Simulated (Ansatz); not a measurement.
# CH2AlN (SMILES N#[C][AlH2]) at CCSDT(Q)/STO-3G

Aim: the electronic atomisation energy of CH2AlN at CCSDT(Q)/STO-3G, from 5 runs. 

The calculation is run with Ansatz 0.2.0.

72 further runs of the same task are left out: 3 that didn't finish, 69 set aside as unsound or not needed.

## Step 1: The structure to begin with

CH2AlN has 5 atoms, charge 0, and is taken as a singlet. SMILES: `N#[C][AlH2]`. The coordinates come from a PBE0-D4/def2-TZVP relaxation.

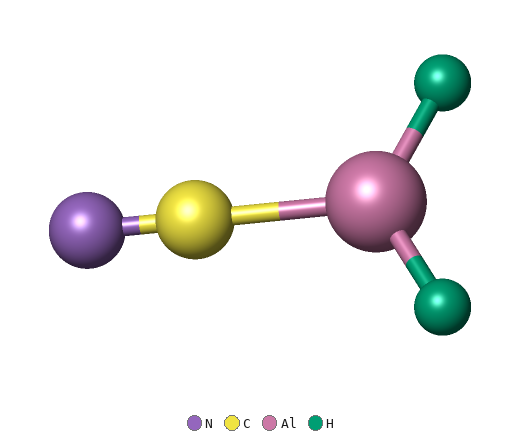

Viewed from a chosen angle; nitrogen purple, carbon yellow, aluminium pink, hydrogen teal.

## Step 2: A single-point energy at CCSDT(Q)/STO-3G

The input, job.yaml:

```yaml
crystal:
  periodic: [false, false, false]
  atoms:
    - {symbol: N, position_ang: [1.382300, -1.346000, 1.394200]}
    - {symbol: C, position_ang: [0.714200, -0.698000, 0.711800]}
    - {symbol: Al, position_ang: [-0.407200, 0.390000, -0.434600]}
    - {symbol: H, position_ang: [-1.629700, -0.322900, -1.120200]}
    - {symbol: H, position_ang: [-0.009700, 1.903200, -0.592600]}
basis:
  gaussian: {orbitals: STO-3G}
correlation: {method: ccsdt_q, frozen_orbitals: {Al: 5, C: 1, H: 0, "N": 1}}
accuracy: high
scf: {omitted_lower_state_checks: [cluster_reference, increment]}
```

The run is started by

```
$ ansatz run job.yaml --threads 1 --pin off --max-ram 2610MiB --events-out events.jsonl --progress --plain --runs-dir runs
```

Log, shortened:

```text
Warning: RAYON_NUM_THREADS=1 ignored (pool sized by the plan → 1); use --threads N
Functional definition: HF
  name "HF"
[...]
374 factors; integrals over basis functions are off by at most 9.3e-9 eV
[...]
mean field -9015.56094448 eV, -331.3157537431 hartree, gradient 7.4e-8 eV, S^2 0.000000; 0 other end points of the search recorded, 0 dependent functions left out
7 core orbitals not correlated: weight in the atoms' cores, before any rotation towards them, 0.999 or more for the frozen orbitals, at most 0.000 for the correlated occupied ones
reference -9015.56094448 eV, -331.3157537431 hartree; 7, 7 occupied and 7, 7 virtual orbitals, 374 factors
second order -4.86550227 eV of doubles, -0.00000000 eV of singles
cycle   1  -4.95115863 eV  change   -8.6e-2 eV  update   7.2e-2
[...]
cycle  23  -5.36168547 eV  change   9.4e-10 eV  update  7.7e-10
perturbative correction -0.05156096 eV, -0.0018948303 hartree
Total energy: -9020.97419091 eV, -331.5146868800 hartree
Checks for a lower state left out: cluster_reference, increment
```

It took 0.52 s on 1 thread of Arm Neoverse V1, shared host.

## Step 3: The Al atom

The input, in.yaml:

```yaml
crystal:
  periodic: [false, false, false]
  atoms:
    - {symbol: Al, position_ang: [0.000000, 0.000000, 0.000000]}
basis:
  gaussian:
    orbitals: STO-3G
scf:
  omitted_lower_state_checks: [cluster_reference, increment]
correlation:
  method: ccsdt_q
  frozen_orbitals: {Al: 5}
accuracy: high
magnetization:
  spin_polarized: true
  initial_magnetization: 1
```

Run the same way, it converges to -238.88392 Eh (log not shown).

## Step 4: The C atom

The input, molecule.yaml:

```yaml
crystal:
  periodic: [false, false, false]
  atoms:
    - {symbol: C, position_ang: [0.000000, 0.000000, 0.000000]}
basis:
  gaussian:
    orbitals: STO-3G
magnetization:
  spin_polarized: true
  initial_magnetization: 2
scf:
  omitted_lower_state_checks: [cluster_reference, increment]
accuracy: high
correlation:
  method: ccsdt_q
  frozen_orbitals: {C: 1}
```

Run the same way, it converges to -37.21862 Eh (log not shown).

## Step 5: The H atom: a single-point energy at UHF/STO-3G

The input, in.yaml:

```yaml
crystal:
  periodic: [false, false, false]
  atoms:
    - symbol: H
      position_ang: [0.000000, 0.000000, 0.000000]
basis:
  gaussian: {orbitals: STO-3G}
total_charge: 0
magnetization: {spin_polarized: true, initial_magnetization: 1}
hamiltonian: {xc: hf}
accuracy: high
```

Run the same way, it converges to -0.46658 Eh (log not shown).

## Step 6: The N atom at the same level

The input, run.yaml:

```yaml
crystal:
  periodic: [false, false, false]
  atoms:
    - symbol: "N"
      position_ang: [0.000000, 0.000000, 0.000000]
basis:
  gaussian:
    orbitals: STO-3G
magnetization:
  spin_polarized: true
  initial_magnetization: 3
correlation:
  method: ccsdt_q
  frozen_orbitals: {"N": 1}
accuracy: high
scf:
  omitted_lower_state_checks: [cluster_reference, increment]
```

Run the same way, it converges to -53.71901 Eh (log not shown).

## Step 7: Results

Level: CCSDT(Q)/STO-3G, 7 core orbitals frozen.

| quantity | value |
| --- | --- |
| molecule: total energy | -331.51469 Eh |
| molecule: correlation energy (7 core orbitals frozen) | -198.9 mEh |
| molecule: T1 diagnostic | 0.007 |
| Al atom: total energy | -238.88392 Eh |
| Al atom: correlation energy (5 core orbitals frozen) | -25.6 mEh |
| Al atom: ⟨S²⟩ of the reference determinant | 0.750 |
| Al atom: T1 diagnostic | 0.000 |
| C atom: total energy | -37.21862 Eh |
| C atom: correlation energy (1 core orbital frozen) | -20.2 mEh |
| C atom: ⟨S²⟩ of the reference determinant | 2.000 |
| C atom: T1 diagnostic | 0.000 |
| H atom: total energy | -0.46658 Eh |
| H atom: ⟨S²⟩ | 0.750 |
| N atom: total energy | -53.71901 Eh |
| N atom: correlation energy (1 core orbital frozen) | 0.0 mEh |
| N atom: ⟨S²⟩ of the reference determinant | 3.750 |
| N atom: T1 diagnostic | 0.000 |
| electronic atomisation energy | 20.680 eV |

What this shows: Taking the molecule apart into free atoms costs 20.68 eV (477 kcal/mol), before zero-point energy and without spin-orbit coupling. In a minimal basis such a difference can be off by several eV, whatever the method.
